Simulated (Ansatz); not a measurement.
# GeTe (SMILES [Ge][Te]) at RPA@PBE/STO-3G

Aim: the vertical ionisation energy of GeTe at RPA@PBE/STO-3G, from 2 runs. 

The calculation is run with Ansatz 0.2.0.

73 further runs of the same task are left out: 41 that didn't finish, 32 set aside as unsound or not needed.

**1. The molecule**

GeTe has 2 atoms, charge 0, and is taken as a singlet. SMILES: `[Ge][Te]`. The bond length is the measured one.

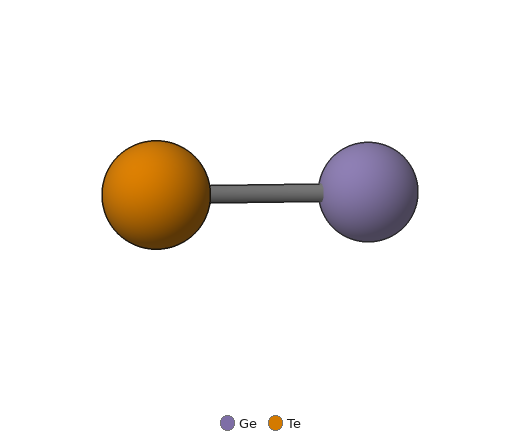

The structure, seen from a chosen angle (germanium purple, tellurium orange).

**2. A single-point energy at RPA@PBE/STO-3G**

The input, input.yaml:

```yaml
crystal:
  periodic: [false, false, false]
  atoms:
    - {symbol: Ge, position_ang: [0.000000, 0.000000, 0.000000]}
    - {symbol: Te, position_ang: [0.000000, 0.000000, 2.340165]}
basis:
  gaussian: {orbitals: STO-3G}
hamiltonian: {xc: pbe}
accuracy: high
total_charge: 0
correlation: {method: rpa, frozen_orbitals: {Ge: 9, Te: 18}}
```

On the command line:

```sh
ansatz run input.yaml --threads 1 --pin off --max-ram 2610MiB --events-out events.jsonl --progress --plain --runs-dir runs
```

The log of the run:

```text
Warning: RAYON_NUM_THREADS=1 ignored (pool sized by the plan → 1); use --threads N
Functional definition: PBE
  name "PBE"
  parameter kappa = 0.804
  parameter beta = 0.06672455060314922
  exchange = pbe_x(kappa = kappa, mu = beta*pi^2/3)
  correlation = pbe_c(beta = beta)
564 factors; integrals over basis functions are off by at most 4.8e-9 eV
mean field evaluation 1: about -233784.5944 eV, gradient 2.4e2 eV
mean field evaluation 2: about -233784.5868 eV, gradient 2.4e2 eV
mean field evaluation 4: about -233625.7531 eV, gradient 4.7e1 eV
mean field evaluation 8: about -234050.5216 eV, gradient 2.5e1 eV
mean field evaluation 16: about -234052.7103 eV, gradient 1.2e0 eV
mean field evaluation 32: about -234044.8820 eV, gradient 3.6e0 eV
mean field evaluation 64: about -234045.4261 eV, gradient 2.3e0 eV
mean field evaluation 96: about -234000.9085 eV, gradient 6.2e1 eV
mean field evaluation 128: about -233996.7384 eV, gradient 5.8e1 eV
mean field evaluation 160: about -234052.7422 eV, gradient 1.3e-8 eV
mean field -234052.74223614 eV, -8601.2796305313 hartree, gradient 1.3e-8 eV, S^2 0.000000; 4 other end points of the search recorded, 0 dependent functions left out
27 core orbitals not correlated: weight in the atoms' cores, before any rotation towards them, 0.999 or more for the frozen orbitals, at most 0.000 for the correlated occupied ones
reference -233986.20225016 eV, -8598.8343311493 hartree; 15, 15 occupied and 3, 3 virtual orbitals, 564 factors
Total energy: -233990.72757501 eV, -8599.0006337701 hartree
```

Wall time 8.7 s (1 thread of Arm Neoverse V1, shared host); peak memory 0.12 GiB.

**3. The doublet cation at the same level**

The input, in.yaml:

```yaml
crystal:
  periodic: [false, false, false]
  atoms:
    - {symbol: Ge, position_ang: [0.000000, 0.000000, 0.000000]}
    - {symbol: Te, position_ang: [0.000000, 0.000000, 2.340165]}
basis:
  gaussian: {orbitals: STO-3G}
total_charge: 1
magnetization: {spin_polarized: true, initial_magnetization: 1}
hamiltonian: {xc: pbe}
correlation: {method: rpa, frozen_orbitals: {Ge: 9, Te: 18}}
accuracy: high
```

On the command line:

```sh
ansatz run in.yaml --threads 1 --pin off --max-ram 2610MiB --events-out events.jsonl --progress --plain --runs-dir runs
```

The log of the run:

```text
Warning: RAYON_NUM_THREADS=1 ignored (pool sized by the plan → 1); use --threads N
[... 6 set-up lines as earlier in the session ...]
564 factors; integrals over basis functions are off by at most 4.8e-9 eV
mean field evaluation 1: about -233678.8734 eV, gradient 1.8e2 eV
mean field evaluation 2: about -233678.8743 eV, gradient 1.8e2 eV
mean field evaluation 4: about -233463.7702 eV, gradient 7.3e1 eV
mean field evaluation 8: about -234037.8287 eV, gradient 2.2e1 eV
mean field evaluation 16: about -234045.8592 eV, gradient 1.7e-2 eV
mean field evaluation 32: about -234000.9819 eV, gradient 3.5e0 eV
mean field evaluation 64: about -234038.8323 eV, gradient 1.5e-8 eV
mean field evaluation 96: about -234043.6837 eV, gradient 1.1e1 eV
mean field evaluation 128: about -234045.7706 eV, gradient 5.4e-1 eV
mean field evaluation 160: about -234043.8523 eV, gradient 7.0e0 eV
mean field -234045.85922334 eV, -8601.0266844766 hartree, gradient 6.6e-8 eV, S^2 0.756645; 13 other end points of the search recorded, 0 dependent functions left out
27 core orbitals not correlated: weight in the atoms' cores, before any rotation towards them, 1.000 or more for the frozen orbitals, at most 0.000 for the correlated occupied ones
reference -233979.19620918 eV, -8598.5768638919 hartree; 15, 14 occupied and 3, 4 virtual orbitals, 564 factors
Total energy: -233984.81412978 eV, -8598.7833186660 hartree
```

It took 26 s on 1 thread of Arm Neoverse V1, shared host; peak memory 0.15 GiB.

**4. What came out**

At RPA@PBE/STO-3G, 27 core orbitals frozen:

```
                                          quantity           value
                        singlet GeTe: total energy  -8599.00063 Eh
    singlet GeTe: RPA correlation energy (valence)      -166.3 mEh
                      doublet cation: total energy  -8598.78332 Eh
  doublet cation: RPA correlation energy (valence)      -206.5 mEh
 doublet cation: ⟨S²⟩ of the reference determinant           0.757
vertical ionisation energy (to the doublet cation)        5.913 eV
```

The vertical ionisation energy comes to 5.91 eV (136 kcal/mol). In a minimal basis such a difference can be off by several eV, whatever the method. Relativity is left out (singlet GeTe) although the molecule holds a heavy atom. Relativity is left out (doublet cation) although the molecule holds a heavy atom.
